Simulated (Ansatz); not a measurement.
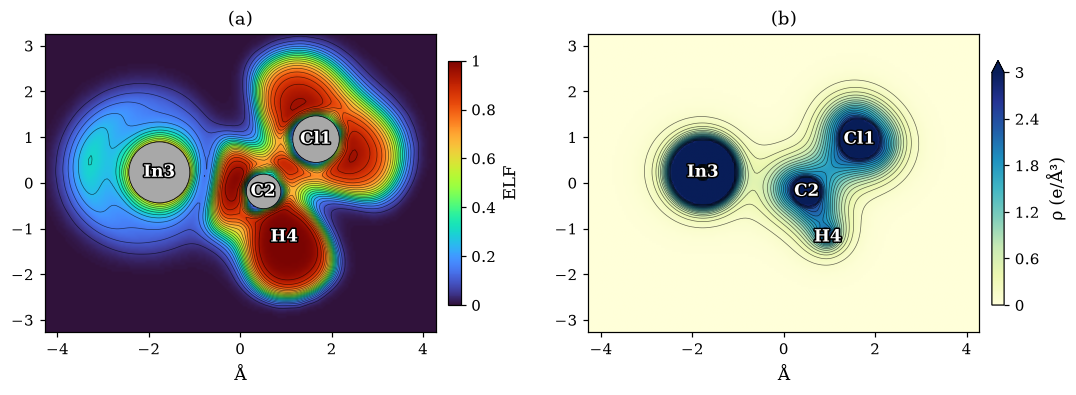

*CH₃ClIn (SMILES Cl[CH+][InH2]) (charge +1). (a) ELF; (b) electron density on the plane of atoms Cl1, C2 and In3. Grey discs cover the atomic cores in the ELF map.*

Geometry: PBE0-D4/def2-TZVP; core potentials replace the inner electrons of In.

Theory: RKS PBE0-D4/def2-TZVPP in Ansatz 0.2.0.

Input

```
crystal:
  periodic: [false, false, false]
  atoms:
    - {symbol: Cl, position_ang: [-1.842065, -1.418830, -0.257155]}
    - {symbol: C, position_ang: [-0.279761, -1.002984, -0.140086]}
    - {symbol: In, position_ang: [0.490622, 1.162361, 0.169185]}
    - {symbol: H, position_ang: [0.359707, -1.891054, -0.228059]}
    - {symbol: H, position_ang: [0.701232, 1.782039, -1.383655]}
    - {symbol: H, position_ang: [0.570274, 1.368480, 1.839760]}
basis:
  gaussian: {orbitals: def2-TZVPP}
total_charge: 1
hamiltonian: {xc: pbe0, dispersion: d4}
output: {orbitals: {seedname: orbitals}}
```

Run with:

```sh
ansatz run in.yaml --threads 2 --pin off --events-out ev --progress --plain --max-ram 4352MiB
```

Interpret the plot.

Answer.
- The section cuts through Cl, C, In and H sites.
- C–Cl (1.62 Å): ρ is about 1.8 e/Å³ halfway; the ELF peaks at about 0.90 between the atoms: a covalent bond.
- C–In (2.32 Å): ρ at the midpoint is about 0.48 e/Å³; the ELF peaks at about 1 in the valence shell of C, 0.7 Å from its nucleus, and drops to about 0.15 between the two atoms.
- C–H (1.10 Å): ρ is about 2.2 e/Å³ halfway; the ELF climbs to about 1 towards the hydrogen, as it does in any bond to H: an ordinary covalent bond to hydrogen.
- The ELF also peaks beside Cl1, away from the bonds: lone-pair regions.
